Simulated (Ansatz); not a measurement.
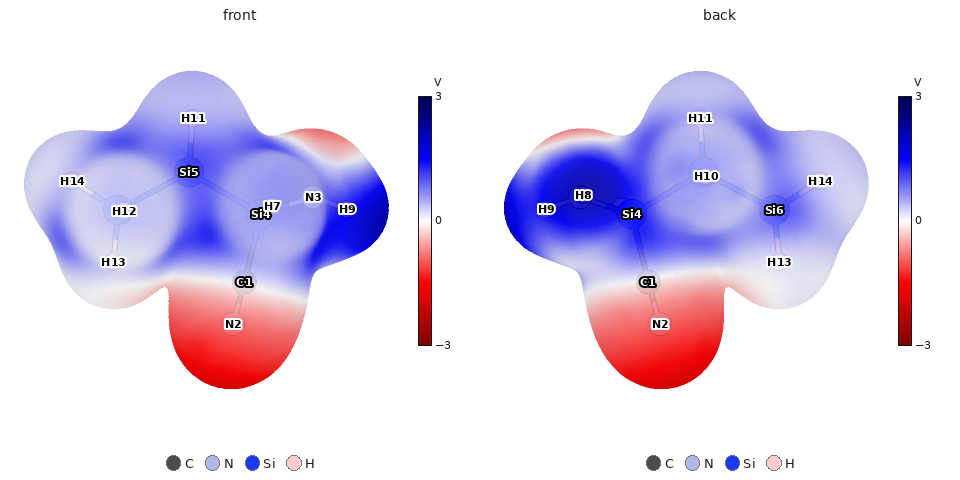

Figure 1: CH8N2Si3. The electrostatic potential painted on the density surface at 0.002 e/bohr³, seen from the front and from behind; the colour scale runs from red (negative) to blue (positive).

Geometry: r2SCAN-D4/def2-SVP.

All numbers below come from Ansatz, isolated molecule in a Gaussian basis; Kohn-Sham density functional theory, functional PBE0.

```xyz
14

C     0.8876    0.2209   -2.4718
N     1.2683   -0.3867   -3.3922
N    -1.3961    1.6632   -1.1135
Si    0.2302    1.1178   -0.9549
Si    0.4456   -0.4438    0.7806
Si    2.5406   -1.4926    0.6286
H     1.1252    2.2984   -0.8039
H    -2.1560    0.9902   -1.0795
H    -1.6173    2.4231   -1.7516
H    -0.6525   -1.4527    0.6325
H     0.2763    0.2523    2.0948
H     3.6134   -0.4521    0.6195
H     2.6088   -2.2846   -0.6340
H     2.7529   -2.3972    1.7990
```

**Describe the electrostatic potential map.**

The most negative region (about −1.8 V) lies over N2, the most positive (about +2.1 V) over H8 and H9. N2 is the likeliest acceptor of a hydrogen bond.
